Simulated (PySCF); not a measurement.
# Thiophene-2-carbonyl fluoride (2p) (C5H3FOS): NMR shifts in gas and solvents, part 2 of 2

PySCF 2.14.0. Atoms count from 0. Earlier steps stand in the parts before.

**5. Shielding tensors: wB97X-D/pcSseg-2**

What the job is given:

```
{"job": {"kind": "nmr", "xc": "wB97X-D", "basis": "pcSseg-2", "pop": false}, "charge": 0, "multiplicity": 1}
O      2.709895     1.378809    -0.484658
C      2.073899     0.383581    -0.389178
F      2.660710    -0.822919    -0.528133
C      0.654926     0.249879    -0.122779
C     -0.091650    -0.896256     0.003537
C     -1.447005    -0.625120     0.263309
C     -1.699113     0.719807     0.328690
S     -0.306933     1.654706     0.075681
H      0.335943    -1.884718    -0.090011
H     -2.206390    -1.382979     0.397457
H     -2.646529     1.203826     0.513925
```

Method: GIAO wB97X-D/pcSseg-2 NMR shielding, non-relativistic, gas phase.

Log:

```text
coarse grid: 11088 points
cycle   1  E = -765.4445279583  dE =  1.943e+00  |g| = 9.886e-01  |ddm| = 2.772e+00
cycle   2  E = -765.2617450100  dE =  1.828e-01  |g| = 1.479e+00  |ddm| = 1.405e+00
cycle   3  E = -765.6273221823  dE = -3.656e-01  |g| = 1.467e-01  |ddm| = 8.427e-01
cycle   4  E = -765.6302150090  dE = -2.893e-03  |g| = 7.892e-02  |ddm| = 1.279e-01
cycle   5  E = -765.6312293806  dE = -1.014e-03  |g| = 1.089e-02  |ddm| = 5.244e-02
cycle   6  E = -765.6312612628  dE = -3.188e-05  |g| = 5.451e-03  |ddm| = 1.899e-02
cycle   7  E = -765.6312690681  dE = -7.805e-06  |g| = 1.796e-03  |ddm| = 6.565e-03
final grid: 106720 points
cycle   8  E = -765.6366929889  dE = -2.148e-04  |g| = 1.062e-02  |ddm| = 6.881e-02
cycle   9  E = -765.6366875682  dE =  5.421e-06  |g| = 1.252e-02  |ddm| = 1.374e-02
cycle  10  E = -765.6367108230  dE = -2.325e-05  |g| = 1.193e-03  |ddm| = 6.531e-03
cycle  11  E = -765.6367109860  dE = -1.630e-07  |g| = 7.243e-04  |ddm| = 1.353e-03
cycle  12  E = -765.6367110991  dE = -1.130e-07  |g| = 1.982e-04  |ddm| = 5.638e-04
cycle  13  E = -765.6367111083  dE = -9.201e-09  |g| = 6.553e-05  |ddm| = 2.064e-04
cycle  14  E = -765.6367111100  dE = -1.780e-09  |g| = 2.394e-05  |ddm| = 1.141e-04
cycle  15  E = -765.6367111104  dE = -3.643e-10  |g| = 1.080e-05  |ddm| = 5.205e-05
converged SCF energy = -765.6367111104

GIAO shielding tensors (ppm)
atom      isotropic    diamagn.    paramagn.     s11        s22        s33       span
  0 O      -82.515     392.974    -475.489   -321.685   -181.157    255.297    576.981
  1 C       21.315     250.850    -229.534    -90.130     46.929    107.147    197.276
  2 F      160.631     471.311    -310.681    -47.010    227.061    301.841    348.851
  3 C       42.812     256.405    -213.593    -26.263     40.571    114.127    140.389
  4 C       38.202     253.146    -214.944    -47.329      8.165    153.770    201.099
  5 C       48.950     253.386    -204.436    -35.051     31.661    150.240    185.290
  6 C       34.395     258.820    -224.425    -70.035     26.687    146.532    216.567
  7 S      232.815    1057.980    -825.165     87.564    218.952    391.930    304.366
  8 H       23.529      32.064      -8.535     20.557     22.984     27.045      6.488
  9 H       24.259      30.574      -6.315     21.237     24.560     26.979      5.742
 10 H       23.633      30.112      -6.479     21.163     23.287     26.447      5.283
```

It took 1.8 min on 1 thread of Arm Neoverse V1, shared host; peak memory 1.5 GiB.

In short: δ C1 165.0, C6 151.9, C4 148.1, C3 143.5, H8 8.11, H10 8.00 ppm.

**6. Nuclear shieldings: B97-2/pcSseg-2**

Settings changed since step 5:

```diff
@@ -1,2 +1,2 @@
-{"job": {"kind": "nmr", "xc": "wB97X-D", "basis": "pcSseg-2", "pop": false}, "charge": 0, "multiplicity": 1}
+{"job": {"kind": "nmr", "xc": "B97-2", "basis": "pcSseg-2", "pop": false}, "charge": 0, "multiplicity": 1}
 O      2.709895     1.378809    -0.484658
```

Method: GIAO B97-2/pcSseg-2 NMR shielding, non-relativistic, gas phase.

Log:

```text
coarse grid: 11088 points
cycle   1  E = -765.4994221379  dE =  1.650e+00  |g| = 9.497e-01  |ddm| = 2.857e+00
cycle   2  E = -765.0103193353  dE =  4.891e-01  |g| = 1.866e+00  |ddm| = 1.610e+00
cycle   3  E = -765.6487058632  dE = -6.384e-01  |g| = 2.828e-01  |ddm| = 1.196e+00
cycle   4  E = -765.6620939538  dE = -1.339e-02  |g| = 1.003e-01  |ddm| = 2.645e-01
cycle   5  E = -765.6636698401  dE = -1.576e-03  |g| = 3.096e-02  |ddm| = 8.949e-02
cycle   6  E = -765.6639121659  dE = -2.423e-04  |g| = 1.074e-02  |ddm| = 3.821e-02
cycle   7  E = -765.6639397815  dE = -2.762e-05  |g| = 2.782e-03  |ddm| = 8.790e-03
cycle   8  E = -765.6639412237  dE = -1.442e-06  |g| = 1.161e-03  |ddm| = 2.384e-03
final grid: 106720 points
cycle   9  E = -765.6656892566  dE = -1.121e-04  |g| = 7.716e-03  |ddm| = 7.741e-02
cycle  10  E = -765.6656602665  dE =  2.899e-05  |g| = 1.428e-02  |ddm| = 1.259e-02
cycle  11  E = -765.6656986834  dE = -3.842e-05  |g| = 1.623e-03  |ddm| = 9.686e-03
cycle  12  E = -765.6656991507  dE = -4.673e-07  |g| = 6.653e-04  |ddm| = 1.617e-03
cycle  13  E = -765.6656992233  dE = -7.263e-08  |g| = 1.395e-04  |ddm| = 3.774e-04
cycle  14  E = -765.6656992266  dE = -3.271e-09  |g| = 7.785e-05  |ddm| = 1.874e-04
cycle  15  E = -765.6656992281  dE = -1.462e-09  |g| = 1.763e-05  |ddm| = 7.233e-05
cycle  16  E = -765.6656992281  dE = -6.912e-11  |g| = 4.878e-06  |ddm| = 1.439e-05
converged SCF energy = -765.6656992281

GIAO shielding tensors (ppm)
atom      isotropic    diamagn.    paramagn.     s11        s22        s33       span
  0 O      -72.096     393.395    -465.491   -300.245   -166.501    250.458    550.703
  1 C       24.679     251.285    -226.606    -81.718     47.523    108.233    189.951
  2 F      161.055     472.368    -311.313    -42.553    227.309    298.408    340.961
  3 C       46.905     258.074    -211.169    -16.102     43.253    113.563    129.665
  4 C       42.352     254.511    -212.160    -38.181     12.372    152.865    191.046
  5 C       51.763     254.666    -202.903    -27.594     34.059    148.824    176.418
  6 C       39.424     259.421    -219.998    -58.303     31.598    144.976    203.279
  7 S      246.963    1058.546    -811.583    109.511    226.637    404.742    295.232
  8 H       23.596      32.203      -8.607     20.647     23.165     26.975      6.327
  9 H       24.281      30.468      -6.187     21.291     24.636     26.915      5.625
 10 H       23.756      30.149      -6.393     21.214     23.501     26.554      5.340
```

It took 67 s on 1 thread of Arm Neoverse V1, shared host; peak memory 1.4 GiB.

This run: δ C1 160.7, C6 146.0, C4 143.0, C3 138.5, H8 8.04, H10 7.88 ppm.

**7. Shielding tensors: WP04/pcSseg-2 in chloroform**

Settings changed since step 6:

```diff
@@ -1,2 +1,2 @@
-{"job": {"kind": "nmr", "xc": "B97-2", "basis": "pcSseg-2", "pop": false}, "charge": 0, "multiplicity": 1}
+{"job": {"kind": "nmr", "xc": "WP04", "basis": "pcSseg-2", "pop": false, "solvent": "chloroform"}, "charge": 0, "multiplicity": 1}
 O      2.709895     1.378809    -0.484658
```

Method: GIAO WP04/pcSseg-2 NMR shielding, non-relativistic, IEF-PCM chloroform.

Log:

```text
coarse grid: 11088 points
cycle   1  E = -777.0229115973  dE =  1.582e+00  |g| = 1.307e+00  |ddm| = 2.952e+00
cycle   2  E = -776.1645340338  dE =  8.584e-01  |g| = 2.461e+00  |ddm| = 2.105e+00
cycle   3  E = -777.2702055845  dE = -1.106e+00  |g| = 4.456e-01  |ddm| = 1.571e+00
cycle   4  E = -777.3039656728  dE = -3.376e-02  |g| = 1.722e-01  |ddm| = 3.949e-01
cycle   5  E = -777.3085096977  dE = -4.544e-03  |g| = 4.739e-02  |ddm| = 1.202e-01
cycle   6  E = -777.3089453839  dE = -4.357e-04  |g| = 1.878e-02  |ddm| = 5.359e-02
cycle   7  E = -777.3090317705  dE = -8.639e-05  |g| = 4.547e-03  |ddm| = 1.612e-02
cycle   8  E = -777.3090358991  dE = -4.129e-06  |g| = 1.449e-03  |ddm| = 3.501e-03
final grid: 106720 points
cycle   9  E = -777.3165543405  dE = -1.383e-04  |g| = 1.093e-02  |ddm| = 6.754e-02
cycle  10  E = -777.3164793409  dE =  7.500e-05  |g| = 2.104e-02  |ddm| = 2.113e-02
cycle  11  E = -777.3165804932  dE = -1.012e-04  |g| = 2.505e-03  |ddm| = 1.467e-02
cycle  12  E = -777.3165815795  dE = -1.086e-06  |g| = 8.581e-04  |ddm| = 2.007e-03
cycle  13  E = -777.3165816893  dE = -1.097e-07  |g| = 2.356e-04  |ddm| = 6.788e-04
cycle  14  E = -777.3165816987  dE = -9.477e-09  |g| = 1.153e-04  |ddm| = 2.890e-04
cycle  15  E = -777.3165817014  dE = -2.627e-09  |g| = 3.348e-05  |ddm| = 9.208e-05
cycle  16  E = -777.3165817016  dE = -2.658e-10  |g| = 7.736e-06  |ddm| = 2.598e-05
converged SCF energy = -777.3165817016

GIAO shielding tensors (ppm)
atom      isotropic    diamagn.    paramagn.     s11        s22        s33       span
  0 O      -56.556     393.623    -450.179   -271.541   -143.335    245.207    516.748
  1 C        8.402     251.669    -243.267    -99.047     31.917     92.336    191.383
  2 F      166.551     474.774    -308.223    -32.195    227.340    304.509    336.704
  3 C       33.224     259.778    -226.554    -29.589     27.390    101.870    131.459
  4 C       24.899     255.581    -230.682    -57.925     -8.993    141.615    199.540
  5 C       36.236     255.210    -218.974    -44.854     15.687    137.874    182.728
  6 C       18.729     259.202    -240.473    -83.490      7.561    132.116    215.606
  7 S      196.191    1061.927    -865.736     51.816    192.034    344.724    292.908
  8 H       23.834      31.871      -8.036     20.972     23.145     27.386      6.415
  9 H       24.512      30.008      -5.497     21.633     24.936     26.966      5.333
 10 H       23.787      29.365      -5.578     21.393     23.230     26.738      5.345
```

It took 80 s on 1 thread of Arm Neoverse V1, shared host; peak memory 1.4 GiB.

Key values: δ C1 166.7, C6 156.4, C4 150.2, C3 141.9, H10 8.08, H8 8.03 ppm.

**8. NMR shieldings: wB97X-D/pcSseg-2 in chloroform**

Settings changed since step 7:

```diff
@@ -1,2 +1,2 @@
-{"job": {"kind": "nmr", "xc": "WP04", "basis": "pcSseg-2", "pop": false, "solvent": "chloroform"}, "charge": 0, "multiplicity": 1}
+{"job": {"kind": "nmr", "xc": "wB97X-D", "basis": "pcSseg-2", "pop": false, "solvent": "chloroform"}, "charge": 0, "multiplicity": 1}
 O      2.709895     1.378809    -0.484658
```

Method: GIAO wB97X-D/pcSseg-2 NMR shielding, non-relativistic, IEF-PCM chloroform.

Log:

```text
coarse grid: 11088 points
cycle   1  E = -765.4599706910  dE =  1.928e+00  |g| = 9.715e-01  |ddm| = 2.770e+00
cycle   2  E = -765.3216183959  dE =  1.384e-01  |g| = 1.377e+00  |ddm| = 1.167e+00
cycle   3  E = -765.6348029310  dE = -3.132e-01  |g| = 1.170e-01  |ddm| = 6.921e-01
cycle   4  E = -765.6365669373  dE = -1.764e-03  |g| = 7.100e-02  |ddm| = 1.066e-01
cycle   5  E = -765.6373690699  dE = -8.021e-04  |g| = 9.790e-03  |ddm| = 4.778e-02
cycle   6  E = -765.6373944062  dE = -2.534e-05  |g| = 4.600e-03  |ddm| = 1.771e-02
cycle   7  E = -765.6373999805  dE = -5.574e-06  |g| = 1.478e-03  |ddm| = 5.526e-03
final grid: 106720 points
cycle   8  E = -765.6427669143  dE = -2.145e-04  |g| = 1.063e-02  |ddm| = 6.701e-02
cycle   9  E = -765.6427630649  dE =  3.849e-06  |g| = 1.224e-02  |ddm| = 1.340e-02
cycle  10  E = -765.6427849179  dE = -2.185e-05  |g| = 1.135e-03  |ddm| = 6.279e-03
cycle  11  E = -765.6427850841  dE = -1.662e-07  |g| = 6.626e-04  |ddm| = 1.235e-03
cycle  12  E = -765.6427851814  dE = -9.726e-08  |g| = 1.804e-04  |ddm| = 5.095e-04
cycle  13  E = -765.6427851901  dE = -8.723e-09  |g| = 6.442e-05  |ddm| = 1.825e-04
cycle  14  E = -765.6427851923  dE = -2.189e-09  |g| = 2.340e-05  |ddm| = 1.246e-04
cycle  15  E = -765.6427851927  dE = -4.029e-10  |g| = 9.006e-06  |ddm| = 5.270e-05
converged SCF energy = -765.6427851927

GIAO shielding tensors (ppm)
atom      isotropic    diamagn.    paramagn.     s11        s22        s33       span
  0 O      -57.251     394.009    -451.260   -282.411   -146.735    257.393    539.804
  1 C       19.545     250.997    -231.452    -88.732     46.468    100.898    189.630
  2 F      163.525     471.473    -307.949    -39.578    227.171    302.980    342.558
  3 C       45.344     257.640    -212.295    -21.878     43.281    114.631    136.509
  4 C       35.388     252.925    -217.537    -50.411      2.530    154.045    204.456
  5 C       47.669     253.343    -205.674    -35.734     28.192    150.548    186.283
  6 C       31.160     258.472    -227.313    -72.610     19.775    146.314    218.923
  7 S      236.045    1058.102    -822.057     90.134    228.607    389.394    299.260
  8 H       23.283      31.760      -8.477     20.287     22.652     26.910      6.624
  9 H       24.008      30.295      -6.287     20.914     24.408     26.703      5.790
 10 H       23.252      29.593      -6.341     20.675     22.927     26.155      5.481
```

It took 89 s on 1 thread of Arm Neoverse V1, shared host; peak memory 1.6 GiB.

In short: δ C1 167.6, C6 155.9, C4 151.7, C3 141.8, H10 8.36, H8 8.33 ppm.

**9. Run by run: NMR shifts**

Shifts (ppm) of some atoms, chosen among heavy atoms and hydrogens apart, with basis size and wall time (the measured row can stand on another reference than the computed rows):

```
                           run     C6     C4    H8   H10     O0    F2   S7  functions     time
                 PBE0/pcSseg-2  149.0  146.0  8.09  7.94  411.1  17.1  274        337     72 s
                  KT3/pcSseg-2  134.9  133.0  7.87  7.67  379.0  -4.7  255        337     84 s
              wB97X-D/pcSseg-2  151.9  148.1  8.11  8.00  410.8  24.3  278        337  1.8 min
                B97-2/pcSseg-2  146.0  143.0  8.04  7.88  399.8  14.9  270        337     67 s
   WP04/pcSseg-2 in chloroform  156.4  150.2  8.03  8.08  380.0  12.4  283        337     80 s
wB97X-D/pcSseg-2 in chloroform  155.9  151.7  8.33  8.36  392.4  23.6  274        337     89 s
                      measured      –      –     –     –      –  24.3    –          –        –
```

Measured: solution, CDCl3; Marie Gonay, Chloé Batisse, Jean-François Paquin, Synthesis of Acyl Fluorides from Carboxylic Acids Using NaF-Assisted Deoxofluorination with XtalFluor-E, J. Org. Chem. 2020, 85, 10253−10260.

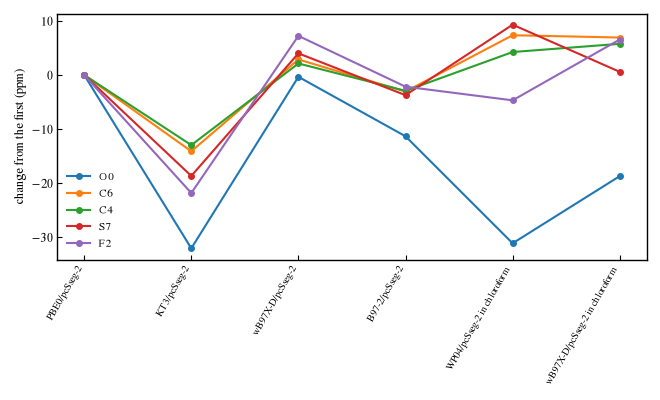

How five of the tabulated atoms move from run to run.

**10. Outcome**

This closing draws on all 2 parts.

| quantity | value |
| --- | --- |
| point group | Cs |
| rotational constants (main isotopes) | 3.74, 1.42, 1.03 GHz |
| ¹³C shifts against TMS (PBE0/pcSseg-2) | 163.3, 149.0, 146.0, 141.3, 136.4 ppm |
| ¹H shifts against TMS (PBE0/pcSseg-2) | 8.09, 7.94, 7.40 ppm |
| ¹⁷O shifts against H2O (PBE0/pcSseg-2) | 411.1 ppm |
| ¹⁹F shifts against CFCl3 (PBE0/pcSseg-2) | 17.1 ppm |
| ³³S shifts against CS2 (PBE0/pcSseg-2) | 274 ppm |
| measured, and computed on the same scale | F2 δ 24.3, 17.1 ppm |
| range of the shift of O0 (wB97X-D/pcSseg-2 runs) | 392.4 to 410.8 ppm |

**Reading.** Relaxing lowered the energy by 0.117 eV in 10 steps; the close pair that moved most is C1–C3, from 1.400 to 1.450 Å. No frequency check was run at this level, so the end point may be a saddle. At PBE0/pcSseg-2: The largest span, 567 ppm, is at O0, where the paramagnetic term is -475 ppm. The one measured ¹⁹F shift is missed by -7.2 ppm (computed less measured, unscaled). Vibration, temperature and solvent are missing from the calculation, and it holds one conformer, so part of the miss against the measured shifts is not the functional's. NICS(1)zz of -27 ppm above the planar ring from C3 marks a diatropic (aromatic) ring current. At one level, wB97X-D/pcSseg-2: Across the 2 runs the shift of O0 moves most, between 392.4 (wB97X-D/pcSseg-2 in chloroform) and 410.8 ppm (wB97X-D/pcSseg-2).
